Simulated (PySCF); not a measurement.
C3H8ClOSi (SMILES [CH2]CO[SiH2]CCl) (doublet)

```xyz
14

C    -2.6956    0.4221    0.0345
C    -1.5510   -0.2627    0.6465
O    -0.3533    0.0864    0.0149
Si    1.1382   -0.4644    0.3001
C     2.1521    0.4898   -0.9929
Cl    3.8569    0.0167   -0.8150
H    -2.5457    1.0454   -0.8219
H    -3.6770    0.2797    0.4377
H    -1.6808   -1.3606    0.6010
H    -1.4778   -0.0252    1.7235
H     1.6009   -0.1471    1.6532
H     1.2478   -1.9071    0.0728
H     2.1130    1.5678   -0.8592
H     1.8715    0.2585   -2.0174
```

Geometry: GFN2-xTB.

Level of theory: UKS B3LYP, pcH-1 on C Cl H O Si, non-relativistic, mean-field spin-orbit, GIAO in PySCF 2.14.0, density-fitted response routines.

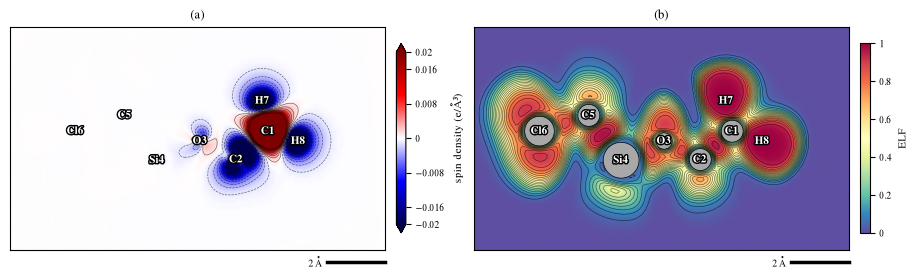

Figure 1. (a) spin density; (b) ELF on the plane of atoms O3, Si4 and C5. Grey discs cover the atomic cores in the ELF map.

Question: Interpret the plot.

Answer: Atoms in the plane: C, O, Si, Cl and H. C–O (1.40 Å): the ELF peaks at about 0.90 between the atoms (a polar covalent bond). C–C (1.47 Å): the ELF peaks at about 0.95 between the atoms: a covalent bond. Si–O (1.62 Å): the ELF peaks at about 0.85 between the atoms: a short, strongly polar bond. C–Cl (1.78 Å): the ELF peaks at about 0.90 between the atoms: a shared electron pair. C–Si (1.90 Å): the ELF peaks at about 1 between the atoms: a shared electron pair. The ELF also peaks beside Cl6 and O3, away from the bonds: non-bonding electrons, paired or unpaired. The unpaired spin (1 electron) lies mostly on C1 (about 0.7), in electrons by Hirshfeld's partition.

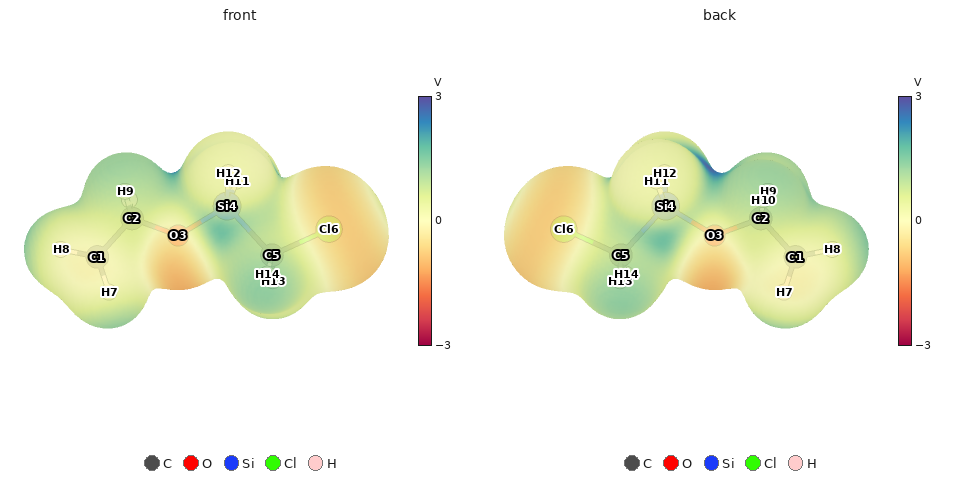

Figure 2. The molecular electrostatic potential painted on the density surface at 0.004 e/bohr³, seen from the front and from behind; the colour scale runs from red (negative) to blue (positive).

Question: Where is the surface potential most negative and most positive?

Answer: The most negative region (about −1.0 V, or −23 kcal/mol for a unit charge) lies over O3, the most positive (about +2.4 V, or +55 kcal/mol for a unit charge) over Si4. Cl6 shows a σ-hole: about +0.4 V, or +9 kcal/mol for a unit charge at the tip opposite its bond, against about −0.6 V, or −14 kcal/mol for a unit charge on its flanks. O3 is the likeliest acceptor of a hydrogen bond.
